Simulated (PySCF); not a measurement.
CuNBr: frequency calculation

System: CuNBr, multiplicity 2.
Method: UKS-based PBE0, Cu def2-TZVP, N def2-TZVP, Br def2-TZVP; non-relativistic Hamiltonian; density fitting (PySCF 2.14.0).

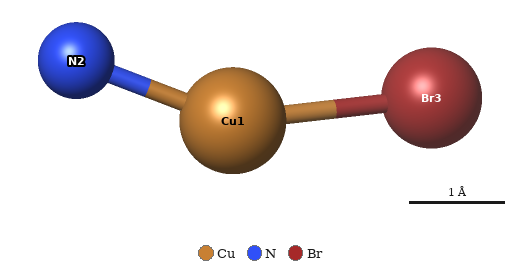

The input geometry (ball-and-stick view, seen at a tilt; atoms are numbered from 1 in the order of the input). Sticks mark near contacts. Bond lengths as drawn: Br–Cu 2.22 Å and Cu–N 1.78 Å.

Results in brief

| quantity | value |
| --- | --- |
| outcome | converged |
| total energy | −4268.742933 hartree |
| ⟨S²⟩ | 1.652 |
| zero-point energy | 0.002217 hartree |
| dipole moment | 1.76 D |
| wavenumbers, lowest and highest | 88 and 595 cm⁻¹ |
| hardware | 4 threads of Arm Neoverse V1, 24 GiB of memory available, shared host |
| wall time | 86 s (CPU time 4.6 min) |
| peak memory | 1.1 GiB |

Remarks

Checks after the run noted: spin contamination. ⟨S²⟩ is 1.65 against 0.75 for a pure state: the solution is spin-contaminated.

Input
```python
from pyscf import gto, scf, dft
mol = gto.M(atom='''
Cu    -0.280115     0.045765    -0.941744
N      0.221404    -0.036171    -2.647224
Br     0.185924    -0.030376     1.222952''',
    basis={'Cu': 'def2-TZVP', 'N': 'def2-TZVP', 'Br': 'def2-TZVP'},
    charge=0, spin=1)
mf = dft.UKS(mol, xc='PBE0')
mf.grids.atom_grid = (75, 302)
aux = {'Cu': 'def2-universal-JKFIT', 'N': 'def2-universal-JKFIT', 'Br': 'def2-universal-JKFIT'}
mf = mf.density_fit(auxbasis=aux)
mf.conv_tol = 1e-09
mf.diis_space = 10
mf.max_cycle = 60
mf.verbose = 4
mf.kernel()
```

The script is an equivalent of the set-up of the self-consistent field. The run itself was carried out by a driver, which started from the orbitals of the step before it where there was one and computed the further properties.

Run as:
```bash
OMP_NUM_THREADS=4 python axn.py task.json out
```

Log
```
init E= -4268.74293329045
  alpha nocc = 36  HOMO = -0.299778256652522  LUMO = -0.126437280577857
  beta  nocc = 35  HOMO = -0.306254475820624  LUMO = -0.134837811997807
  HOMO = -0.299778256653  LUMO = -0.134837811998  gap/eV = 4.48826
cycle= 1 E= -4268.74293329043  delta_E= 1.55e-11  |g|= 3.15e-06  |ddm|= 5.76e-06
  alpha nocc = 36  HOMO = -0.299779315577306  LUMO = -0.126435591342483
  beta  nocc = 35  HOMO = -0.306255752997505  LUMO = -0.134836213437924
  HOMO = -0.299779315577  LUMO = -0.134836213438  gap/eV = 4.48833
Extra cycle  E= -4268.74293329042  delta_E= 1.55e-11  |g|= 7.55e-06  |ddm|= 8.82e-06
converged SCF energy = -4268.74293329042  <S^2> = 1.6518157  2S+1 = 2.7581267
```

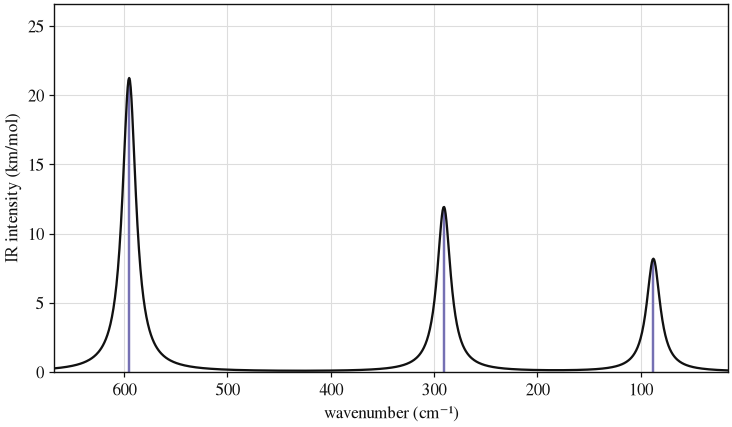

Harmonic infrared spectrum, unscaled: sticks (degenerate modes added up, dark ones marked on the axis) with a Lorentzian envelope of 16 cm⁻¹ full width, scaled to the tallest stick. 3 modes from 88 to 595 cm⁻¹, none imaginary. The strongest line is at 595 cm⁻¹ (21 km/mol). All modes, in cm⁻¹ (km/mol): 88 (8.2), 290 (11.9), 595 (21).

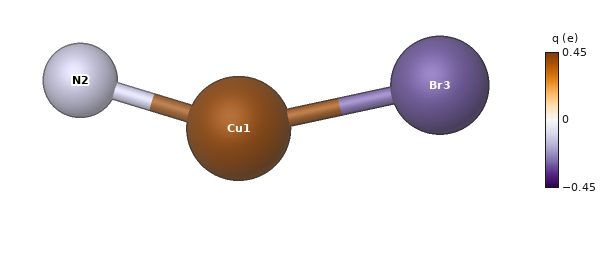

Mulliken charges, as the colour of each atom (ball-and-stick view, seen on its broad side; atoms are numbered from 1 in the order of the input; Mulliken charges depend strongly on the basis). By element: Cu +0.43, N −0.14 and Br −0.29 e.
